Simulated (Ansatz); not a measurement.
**SnNH6F: single-point calculation**

System: SnNH6F.
Method: RKS PBE0-D4/def2-TZVPP (Ansatz 0.2.0).

The geometry is the product side of a reaction. The reaction was set up to form Sn1–F7 and N2–H6 and to break Sn1–N2 and H6–F7 (atoms counted from 1 in the order of the input); sticks are drawn by distance alone. The geometry comes from this level: PBE0-D4/def2-TZVP.

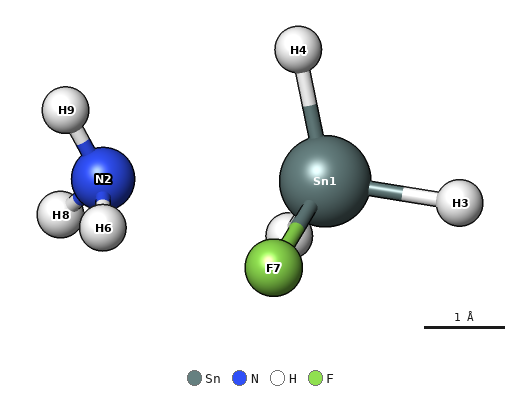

Fig. 1: The structure as given in the input (ball-and-stick view, seen at a tilt; atoms are numbered from 1 in the order of the input). Sticks mark near contacts. Bond lengths as drawn: F–Sn 1.95 Å, H–N 1.01 Å and H–Sn 1.70 to 1.72 Å.

## Key numbers

```tsv
quantity	value
outcome	converged
total energy	−10134.3514 eV
mean-field energy	−10134.2391 eV
dispersion energy	−0.1123 eV
SCF solution under orbital rotations	stable
HOMO	−7.87 eV
LUMO	−0.30 eV
hardware	4 threads of Intel Xeon @ 2.50GHz, 180 GiB of memory available, shared host
wall time	3.6 s (CPU time 11 s)
peak memory	0.42 GiB
```

## The input
```yaml
crystal:
  periodic: [false, false, false]
  atoms:
    - {symbol: Sn, position_ang: [-0.970296, 0.327823, -0.849163]}
    - {symbol: N, position_ang: [1.003226, -0.173461, 1.050214]}
    - {symbol: H, position_ang: [-2.033871, 0.282094, -2.201767]}
    - {symbol: H, position_ang: [0.011781, 1.712669, -0.965624]}
    - {symbol: H, position_ang: [-1.877269, 0.109210, 0.574012]}
    - {symbol: H, position_ang: [1.313179, -1.007859, 0.564709]}
    - {symbol: F, position_ang: [0.039156, -1.278159, -1.282912]}
    - {symbol: H, position_ang: [0.726757, -0.435149, 1.988299]}
    - {symbol: H, position_ang: [1.787435, 0.462731, 1.122233]}
basis:
  gaussian: {orbitals: def2-TZVPP}
hamiltonian: {xc: pbe0, dispersion: d4}
output: {orbitals: {seedname: orbitals}}
```

Launch command:
```bash
ansatz run in.yaml --threads 4 --pin off --events-out ev --progress --plain --max-ram 9574MiB
```

## The program's output
```
Functional definition: PBE0
  name "PBE0"
  cite "Adamo & Barone, J. Chem. Phys. 110, 6158 (1999) doi:10.1063/1.478522"
  cite "Perdew, Burke & Ernzerhof, Phys. Rev. Lett. 77, 3865 (1996) doi:10.1103/PhysRevLett.77.3865"
  parent pbe
  parameter a = 0.25
  parameter kappa = 0.804
  parameter beta = 0.06672455060314922
  exchange = (1 - a)*pbe_x(kappa = kappa, mu = beta*pi^2/3) + a*exact_x
  correlation = pbe_c(beta = beta)
1126 factors; their error is unknown
mean field evaluation 1: about -10127.2625 eV, gradient 6.4e1 eV
mean field evaluation 2: about -10117.5353 eV, gradient 9.7e1 eV
mean field evaluation 4: about -10134.1048 eV, gradient 5.5e0 eV
mean field evaluation 8: about -10134.1535 eV, gradient 2.3e-2 eV
mean field evaluation 16: about -10134.2391 eV, gradient 6.5e-5 eV
mean field -10134.23906468 eV, -372.4264163930 hartree, gradient 6.5e-5 eV, S^2 0.000000; 0 other end points of the search recorded, 0 dependent functions left out
reference -10134.23909898 eV, -372.4264176534 hartree; 22, 22 occupied and 174, 174 virtual orbitals, 1126 factors
Total energy: -10134.35136387 eV, -372.4305433120 hartree
```

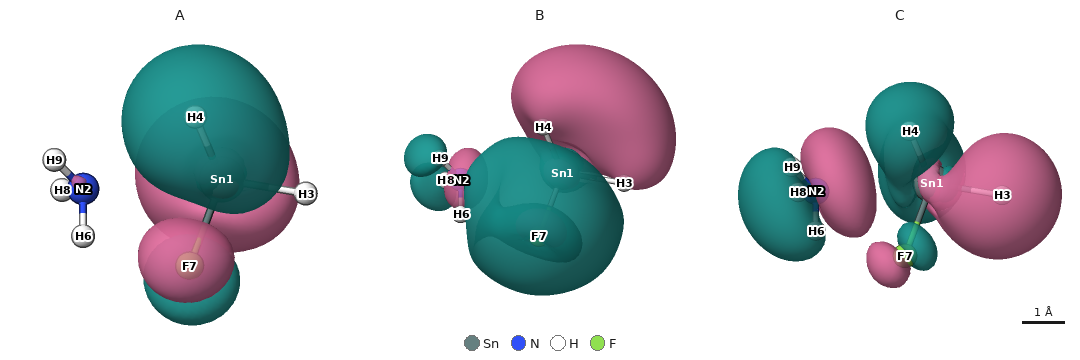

Fig. 2: Three frontier orbitals at ±0.05 Å⁻³ᐟ² (teal and pink are the two phases). A is the HOMO−1 (−8.96 eV). By Hirshfeld shares it lies mainly on Sn1 (35 %), H4 (25 %), H5 (25 %) and F7 (20 %). C is the HOMO (−7.87 eV). Its weight (Hirshfeld) is mainly on N2 (35 %), Sn1 (20 %) and H3 (20 %). B is the LUMO (−0.30 eV). It lies mainly on Sn1 (65 %) and F7 (10 %). The HOMO–LUMO gap is 7.57 eV between the orbital energies.

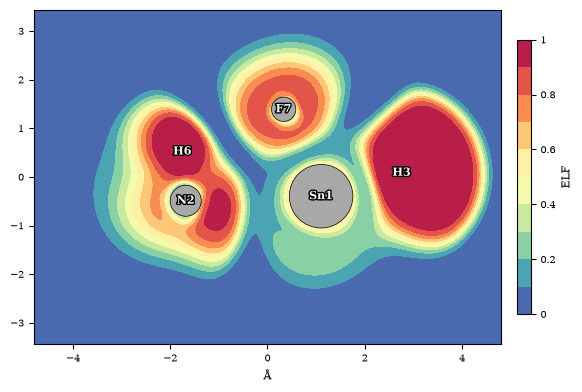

Fig. 3: ELF on the plane of atoms H3, Sn1 and F7. Grey discs, where drawn, cover atomic cores. The section cuts through Sn, N, H and F sites. Sn1···N2 (2.78 Å): the ELF is only about 0.10 between them. Sn–F (1.95 Å): the ELF peaks at about 0.80 in the valence shell of F, 0.5 Å from its nucleus, and drops to about 0.15 between the two atoms. Sn–H (1.72 Å): the ELF climbs to about 1 towards the hydrogen.

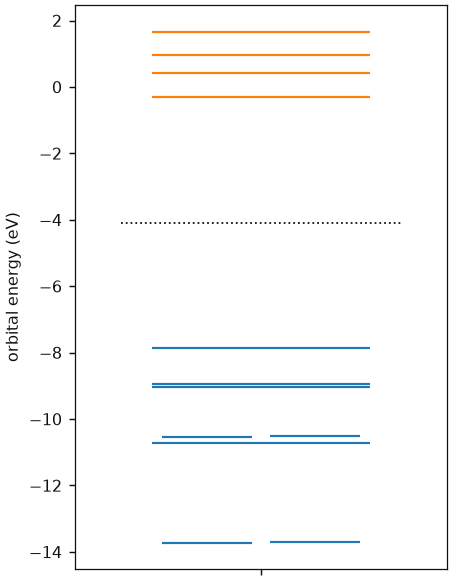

Fig. 4: Orbital energies near the frontier; the dotted line parts filled from empty levels, and levels within 0.02 eV of each other stand side by side. Highest filled −7.87 eV, lowest empty −0.30 eV, 7.57 eV apart.
